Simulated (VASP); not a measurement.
# Ni2SeS: structure and properties in VASP, part 2 of 5

Wanted: the relaxed cell of Ni2SeS and its properties. The cell is invented: it takes the structure of a Materials Project entry for Mg2SeS (space group 115 there), with some of its atoms replaced by other elements, volume scaled by an estimate. It may not be a known or stable phase. Left out of this account: 1 further run (bands with AM05: it shows nothing beyond the runs told).

VASP 6.6.1; AM05, spin-polarised from a ferromagnetic start; plane waves and PAW (Se, Ni, S); invented cell.

Still holding for the runs below: The k-mesh is coarse for a metal.

So far. Step 2 (Rough relaxation of the start cell): It ends with a largest force of 0.025 eV/Å and a pressure of -0.02 GPa.

## (3) Relaxing cell and atoms (AM05)

Properties are meant for the cell that this level of theory prefers, so cell and atoms are relaxed first (ISIF = 3) until forces and stress are small; EDIFFG sets the threshold.

INCAR

```
SYSTEM = Ni2SeS
PREC = Accurate
ENCUT = 400
EDIFF = 1E-06
NELM = 100
ISMEAR = 0
SIGMA = 0.05
LREAL = .FALSE.
ALGO = Normal
GGA = AM
NBANDS = 24
ISPIN = 2
MAGMOM = 0 1 1 0
LMAXMIX = 4
LORBIT = 11
LWAVE = .FALSE.
LCHARG = .FALSE.
KPAR = 2
IBRION = 2
NSW = 60
ISIF = 3
EDIFFG = -0.01
```

POSCAR

```
Ni2SeS
1.0
    3.6981390350      0.0000000000      0.0000000000
    0.0000000000      3.6981390350      0.0000000000
    0.0000000000      0.0000000000      4.8600920336
Se Ni S
1 2 1
Direct
    0.5000000000      0.5000000000      0.0000000000
    0.5000000000      0.0000000000      0.2803422072
    0.0000000000      0.5000000000      0.7196577928
    0.0000000000      0.0000000000      0.5000000000
```

KPOINTS

```
Automatic mesh
0
Gamma
6 6 5
0 0 0
```

Potentials, in the order of the species: Se, Ni and S (PBE family, release 64).

The run is started by

```
$ mpirun -np 2 vasp_std
```

Log:

```text
[banner, memory and clock lines left out]
running    2 mpi-ranks, on    1 nodes
 distrk:  each k-point on    1 cores,    2 groups
 distr:  one band on    1 cores,    1 groups

 POSCAR found type information on POSCAR SeNiS
 POSCAR found :  3 types and       4 ions
 [... a notice as in an earlier step ...]

 LDA part: xc-table for (Slater+PW92), standard interpolation
 POSCAR, INCAR and KPOINTS ok, starting setup
 FFT: planning ... GRIDC
 FFT: planning ... GRID_SOFT
 FFT: planning ... GRID
 WAVECAR not read
 entering main loop
       N       E                     dE             d eps       ncg     rms          rms(c)
DAV:   1     0.190296697427E+03    0.19030E+03   -0.12360E+04  2880   0.123E+03
DAV:   2    -0.727231379977E+01   -0.19757E+03   -0.18444E+03  3024   0.277E+02
DAV:   3    -0.227451960377E+02   -0.15473E+02   -0.15076E+02  3680   0.899E+01
DAV:   4    -0.231299258117E+02   -0.38473E+00   -0.38419E+00  3272   0.149E+01
DAV:   5    -0.231417862043E+02   -0.11860E-01   -0.11857E-01  3704   0.259E+00    0.182E+01
DAV:   6    -0.255793899243E+02   -0.24376E+01   -0.36455E+01  3384   0.112E+02    0.242E+01
DAV:   7    -0.205403103973E+02    0.50391E+01   -0.12335E+01  3384   0.825E+01    0.605E+00
DAV:   8    -0.207046585246E+02   -0.16435E+00   -0.16536E+00  3704   0.985E+00    0.272E+00
DAV:   9    -0.206780555737E+02    0.26603E-01   -0.77182E-02  3912   0.423E+00    0.106E+00
DAV:  10    -0.206787397275E+02   -0.68415E-03   -0.83109E-03  3976   0.766E-01    0.546E-01
DAV:  11    -0.206792810764E+02   -0.54135E-03   -0.29144E-03  4008   0.676E-01    0.173E-01
DAV:  12    -0.206792900158E+02   -0.89394E-05   -0.96605E-04  4280   0.399E-01    0.627E-02
DAV:  13    -0.206793206311E+02   -0.30615E-04   -0.90342E-05  3424   0.790E-02    0.335E-02
DAV:  14    -0.206793226865E+02   -0.20554E-05   -0.10956E-05  4232   0.306E-02    0.212E-02
DAV:  15    -0.206793262853E+02   -0.35988E-05   -0.79220E-06  3696   0.244E-02    0.699E-03
DAV:  16    -0.206793275589E+02   -0.12737E-05   -0.13145E-06  2768   0.797E-03    0.407E-03
DAV:  17    -0.206793278532E+02   -0.29430E-06   -0.27016E-07  2048   0.518E-03
   1 F= -.20679328E+02 E0= -.20677657E+02  d E =-.206793E+02  mag=    -0.0001
 curvature:   0.00 expect dE= 0.000E+00 dE for cont linesearch  0.000E+00
 trial: gam= 0.00000 g(F)=  0.357E-06 g(S)=  0.205E-02 ort = 0.000E+00 (trialstep = 0.100E+01)
 search vector abs. value=  0.205E-02
 bond charge predicted
       N       E                     dE             d eps       ncg     rms          rms(c)
DAV:   1    -0.207017566163E+02   -0.22429E-01   -0.25767E-01  3296   0.700E+00    0.127E+00
DAV:   2    -0.207128065001E+02   -0.11050E-01   -0.22199E-01  3216   0.975E+00    0.142E+00
DAV:   3    -0.206813894269E+02    0.31417E-01   -0.77759E-02  3248   0.635E+00    0.273E-01
DAV:   4    -0.206806108388E+02    0.77859E-03   -0.60870E-03  3264   0.507E-01    0.135E-01
DAV:   5    -0.206805239296E+02    0.86909E-04   -0.19243E-04  3928   0.182E-01    0.102E-01
DAV:   6    -0.206804980452E+02    0.25884E-04   -0.74436E-05  3264   0.633E-02    0.520E-02
DAV:   7    -0.206804721394E+02    0.25906E-04   -0.32262E-05  4488   0.124E-01    0.103E-02
DAV:   8    -0.206804734250E+02   -0.12856E-05   -0.12969E-05  3464   0.232E-02    0.792E-03
DAV:   9    -0.206804730167E+02    0.40837E-06   -0.44297E-07  1792   0.739E-03
   2 F= -.20680473E+02 E0= -.20679038E+02  d E =-.114516E-02  mag=     0.0000
[...]
3 F= -.20680483E+02 E0= -.20679067E+02  d E =-.115563E-02  mag=     0.0000
[...]
4 F= -.20681586E+02 E0= -.20680345E+02  d E =-.110234E-02  mag=    -0.0000
[...]
5 F= -.20682613E+02 E0= -.20681426E+02  d E =-.212991E-02  mag=    -0.0000
[...]
6 F= -.20682722E+02 E0= -.20681537E+02  d E =-.223845E-02  mag=     0.0000
[...]
7 F= -.20682934E+02 E0= -.20681750E+02  d E =-.212231E-03  mag=     0.0000
[...]
8 F= -.20682944E+02 E0= -.20681759E+02  d E =-.222091E-03  mag=     0.0000
 curvature:  -0.34 expect dE=-0.695E-04 dE for cont linesearch -0.524E-06
 trial: gam= 0.36197 g(F)=  0.106E-03 g(S)=  0.981E-04 ort = 0.277E-04 (trialstep = 0.116E+01)
 search vector abs. value=  0.289E-03
 bond charge predicted
       N       E                     dE             d eps       ncg     rms          rms(c)
DAV:   1    -0.206834834891E+02   -0.53878E-03   -0.80060E-02  2880   0.185E+00    0.194E-01
DAV:   2    -0.206837402549E+02   -0.25677E-03   -0.51181E-03  3376   0.138E+00    0.200E-01
DAV:   3    -0.206831292741E+02    0.61098E-03   -0.17746E-03  3280   0.917E-01    0.486E-02
DAV:   4    -0.206831102752E+02    0.18999E-04   -0.19998E-04  3488   0.116E-01    0.216E-02
DAV:   5    -0.206831082761E+02    0.19991E-05   -0.76864E-06  4320   0.280E-02    0.106E-02
DAV:   6    -0.206831073700E+02    0.90609E-06   -0.15343E-06  2128   0.110E-02
   9 F= -.20683107E+02 E0= -.20681926E+02  d E =-.163340E-03  mag=    -0.0000
 trial-energy change:   -0.000163  1 .order   -0.000157   -0.000247   -0.000067
 step:   1.5030(harm=  1.5911)  dis= 0.00382  next Energy=   -20.683118 (dE=-0.174E-03)
 reached required accuracy - stopping structural energy minimisation
```

It took 2.8 min on 2 MPI ranks of AMD EPYC 7R43, shared host; peak memory 0.32 GiB.

From OUTCAR (step 3):

```text
  LATTYP: Found a simple tetragonal cell.
 ALAT       =     3.6981390350
 C/A-ratio  =     1.3141993818

The static configuration has the point symmetry D_2d.

 Found     30 irreducible k-points:

   k-points           NKPTS =     30   k-points in BZ     NKDIM =     30   number of bands    NBANDS=     24

   dimension x,y,z NGX =    24 NGY =   24 NGZ =   32
   dimension x,y,z NGXF=    48 NGYF=   48 NGZF=   64

   ENCUT  =  400.0 eV  29.40 Ry    5.42 a.u.   6.03  6.03  7.93*2*pi/ulx,y,z

   NELECT =      32.0000    total number of electrons

 E-fermi :   5.9067

 spin component 1
 k-point     1 :       0.0000    0.0000    0.0000
  band No.  band energies     occupation
    ...
     11       4.1676      1.00000
     12       4.1977      1.00000
     13       4.5640      1.00000
     14       4.7703      1.00000
     15       4.7703      1.00000
     16       7.8618      0.00000
     17       7.8618      0.00000
     18       7.9949      0.00000
     19       9.5485      0.00000
     20       9.7294      0.00000
    ...

 k-point     2 :       0.1667    0.0000    0.0000
  band No.  band energies     occupation
    ...
     11       4.1149      1.00000
     12       4.1354      1.00000
     13       4.3292      1.00000
     14       4.9547      1.00000
     15       5.0336      1.00000
     16       6.8576      0.00000
     17       7.4321      0.00000
     18       7.7164      0.00000
     19      10.0573      0.00000
     20      10.6495      0.00000
    ...

 k-point     3 :       0.3333    0.0000    0.0000
  band No.  band energies     occupation
    ...
     12       4.0880      1.00000
     13       4.6348      1.00000
     14       4.8343      1.00000
     15       5.6137      1.00000
     16       5.6645      1.00000
     17       6.3359      0.00000
     18       7.2405      0.00000
     19      10.7035      0.00000
     20      11.9575      0.00000
     21      13.1523      0.00000
    ...

 k-point     4 :       0.5000    0.0000    0.0000
  band No.  band energies     occupation
    ...
     12       3.9320      1.00000
     13       4.5603      1.00000
     14       4.9751      1.00000
     15       5.1404      1.00000
     16       5.7324      1.00000
     17       6.4125      0.00000
     18       6.5459      0.00000
     19      11.3920      0.00000
     20      12.0047      0.00000
     21      13.2522      0.00000
    ...

  Total       -0.0084796     -0.0084796     -0.0293011      0.0000000      0.0000000      0.0000000
  in kB       -0.2056139     -0.2056139     -0.7104943      0.0000000      0.0000000      0.0000000
  external PRESSURE =      -0.3739073 kB  Pullay stress =       0.0000000 kB

  energy-cutoff  :      400.00
  volume of cell :       66.07
      direct lattice vectors                 reciprocal lattice vectors
     3.719013510 -0.000000000  0.000000000     0.268888510  0.000000000 -0.000000000
     0.000000000  3.719013510  0.000000000    -0.000000000  0.268888510  0.000000000
     0.000000000 -0.000000000  4.777248722    -0.000000000  0.000000000  0.209325505

 POSITION                                       TOTAL-FORCE (eV/Angst)
 -----------------------------------------------------------------------------------
      1.85951      1.85951      0.00000        -0.000000     -0.000000      0.000000
      1.85951      3.71901      1.34613         0.000000     -0.000000      0.008795
      3.71901      1.85951      3.43112        -0.000000      0.000000     -0.008795
      0.00000      3.71901      2.38862        -0.000000     -0.000000      0.000000
 -----------------------------------------------------------------------------------
    total drift:                                0.000000     -0.000000     -0.000000

  FREE ENERGIE OF THE ION-ELECTRON SYSTEM (eV)
  ---------------------------------------------------
  free  energy   TOTEN  =       -20.6831073700 eV

  energy  without entropy=      -20.6807440911  energy(sigma->0) =      -20.68192573

 total charge
# of ion       s       p       d       tot
------------------------------------------
    1        1.456   2.309   0.091   3.857
    2        0.493   0.545   8.420   9.458
    3        0.493   0.545   8.420   9.458
    4        1.318   2.358   0.000   3.676
--------------------------------------------------
tot          3.761   5.757  16.931  26.449

 magnetization (x)
# of ion       s       p       d       tot
------------------------------------------
    1       -0.000   0.000  -0.000   0.000
    2       -0.000  -0.000  -0.000  -0.000
    3       -0.000  -0.000  -0.000  -0.000
    4        0.000  -0.000   0.000  -0.000
--------------------------------------------------
tot         -0.000  -0.000  -0.000  -0.000

[... 2 parts as in an earlier step ...]

[... 8 further parts left out ...]
```

CONTCAR:

```
Ni2SeS
   1.00000000000000
     3.7190135102634843   -0.0000000000000000    0.0000000000000000
     0.0000000000000000    3.7190135102634843    0.0000000000000000
     0.0000000000000000   -0.0000000000000000    4.7772487220172515
  Se              Ni              S
     1     2     1
Direct
     0.5000000000000000    0.5000000000000000    0.0000000000000000
     0.5000000000000000    1.0000000000000000    0.2817786012696372
     1.0000000000000000    0.5000000000000000    0.7182213987303627
     0.0000000000000000    1.0000000000000000    0.5000000000000000
```

Relaxation path:

```tsv
step	energy less that of the first step (eV)	largest force (eV/Å)	pressure (GPa)	volume (Å³)
1	0.0000	0.0019	-0.44	66.47
2	-0.0011	0.0109	0.25	66.03
3	-0.0012	0.0121	0.30	65.99
4	-0.0023	0.0262	0.22	65.98
5	-0.0033	0.0618	0.18	65.95
6	-0.0034	0.0534	0.18	65.96
7	-0.0036	0.0294	-0.18	66.17
8	-0.0036	0.0331	-0.13	66.14
9	-0.0038	0.0088	-0.04	66.07
```

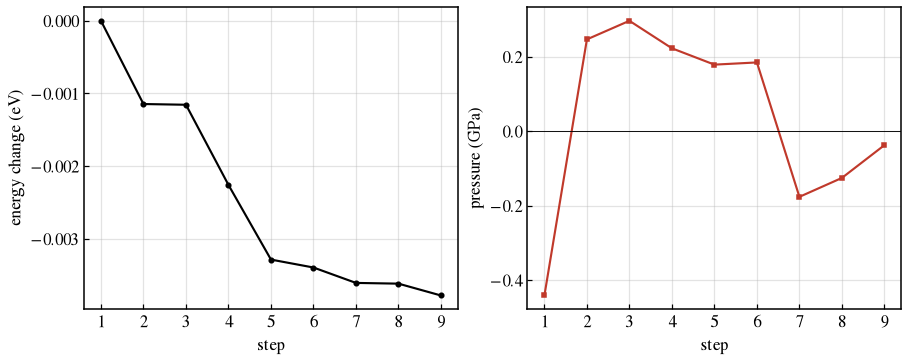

Energy and pressure along the relaxation.

```tsv
conventional cell, symmetrised	before	after	change
a (Å)	3.698	3.719	+0.6 %
b (Å)	3.698	3.719	+0.6 %
c (Å)	4.860	4.777	-1.7 %
volume (Å³/atom)	16.62	16.52	-0.6 %
```

Final coordinates:

```
Se Ni S
1.0
     3.71901    0.00000    0.00000
     0.00000    3.71901    0.00000
     0.00000    0.00000    4.77725
Se Ni S
1 2 1
Direct
  0.50000 0.50000 0.00000
  0.50000 0.00000 0.28178
  0.00000 0.50000 0.71822
  0.00000 0.00000 0.50000
```

This step gave:

| Property | Result |
| --- | --- |
| irreducible k-points | 30 |
| free energy (TOTEN) | -20.68 eV |
| energy at zero smearing | -20.68 eV |
| Fermi energy | 5.907 eV |
| pressure | -0.03739 GPa |
| SCF cycles over all ionic steps | 68 |

It ends with a largest force of 0.009 eV/Å and a pressure of -0.04 GPa.

[end of part 2 of 5]

[Lines on the potential files, build, host, timing and source positions are cut from VASP's logs without a mark.]

[Logs are printed without paths, hosts, clocks, repeated set-up lines and the standing remarks that a program may print on its own settings, such as how far it seeks lower states.]

[Hosts, paths, dates, database ids (printed as entryN), source tags and the programs' standing remarks are cut or masked in the printed files.]

[A measured line is paired with the nearest computed mode of its activity, which favours agreement.]
